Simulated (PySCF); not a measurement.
C$_{5}$H$_{10}$NPSi

```yaml
atoms:
  - { symbol: N, position_ang: [-2.6787, 0.5665, 2.0214] }
  - { symbol: C, position_ang: [-2.1476, 0.5286, 1.0093] }
  - { symbol: C, position_ang: [-1.4658, 0.4836, -0.2603] }
  - { symbol: C, position_ang: [-1.0608, -0.9627, -0.5768] }
  - { symbol: C, position_ang: [0.0146, -1.3877, 0.4213] }
  - { symbol: Si, position_ang: [1.0964, 0.1736, 0.6237] }
  - { symbol: P, position_ang: [2.8969, 0.0526, -0.7103] }
  - { symbol: C, position_ang: [-0.1903, 1.3346, -0.1864] }
  - { symbol: H, position_ang: [-2.1590, 0.8673, -1.0192] }
  - { symbol: H, position_ang: [-0.6526, -0.9867, -1.5896] }
  - { symbol: H, position_ang: [-1.9280, -1.6261, -0.5422] }
  - { symbol: H, position_ang: [0.5470, -2.2665, 0.0616] }
  - { symbol: H, position_ang: [-0.4510, -1.6530, 1.3700] }
  - { symbol: H, position_ang: [1.3320, 0.5102, 2.0354] }
  - { symbol: H, position_ang: [3.6349, -0.7253, 0.1620] }
  - { symbol: H, position_ang: [3.4634, 1.2265, -0.2474] }
  - { symbol: H, position_ang: [0.1120, 1.6162, -1.1964] }
  - { symbol: H, position_ang: [-0.3724, 2.2547, 0.3659] }
```

Geometry: GFN2-xTB.

Method: wB97X-D/def2-SVPD, SCF density, gas phase (PySCF 2.14.0).

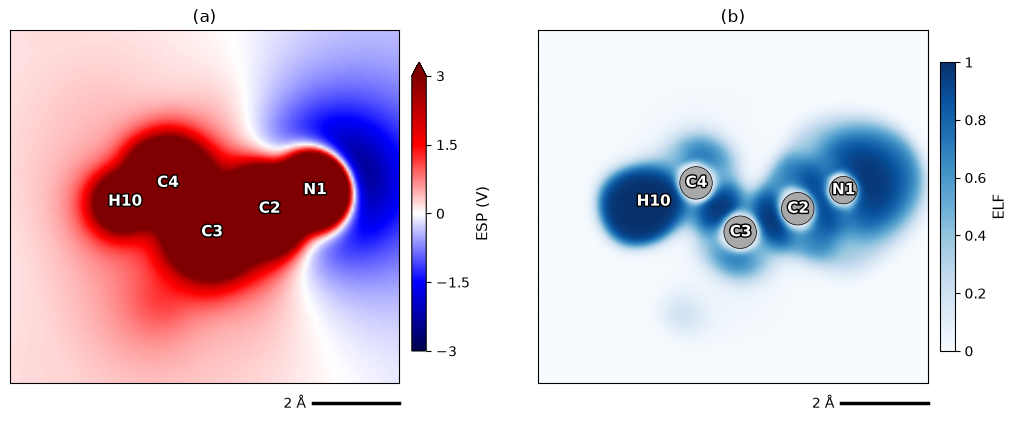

Figure 1. (a) molecular electrostatic potential; (b) ELF on the plane of atoms C2, C3 and C4. Grey discs cover the atomic cores in the ELF map.

Question: What do the fields say about this system?

Answer: Atoms in the plane: N, C and H.
C–N (1.14 Å): the ELF peaks at about 0.85 between the atoms: a multiple bond.
C–C (1.44 Å): the ELF peaks at about 0.95 between the atoms; localised, covalent bonding.
C–H (1.09 Å): the ELF climbs to about 1 towards the hydrogen, as it does in any bond to H; a covalent bond by its length.
C–C (1.53 Å): the ELF peaks at about 0.95 between the atoms, as expected for a covalent bond.
The ELF also peaks beside N1, away from the bonds: lone-pair regions.
Outside the dense part of the molecule the potential is most negative (−2.3 V) near N1.

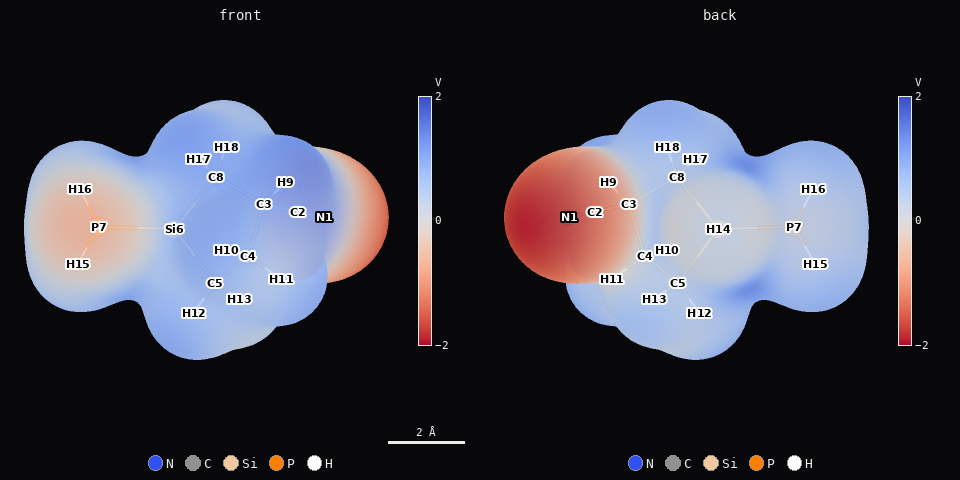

Figure 2. The molecular electrostatic potential painted on the density surface at 0.002 e/bohr³, seen from the front and from behind; the colour scale runs from red (negative) to blue (positive).

Question: Describe the electrostatic potential map.

Answer: The most negative region (about −1.9 V) lies over N1, the most positive (about +1.3 V) over Si6 and H9. N1 is the likeliest acceptor of a hydrogen bond.

Question: How polar is the molecule by this calculation?

Answer: Its dipole moment is 3.35 D.
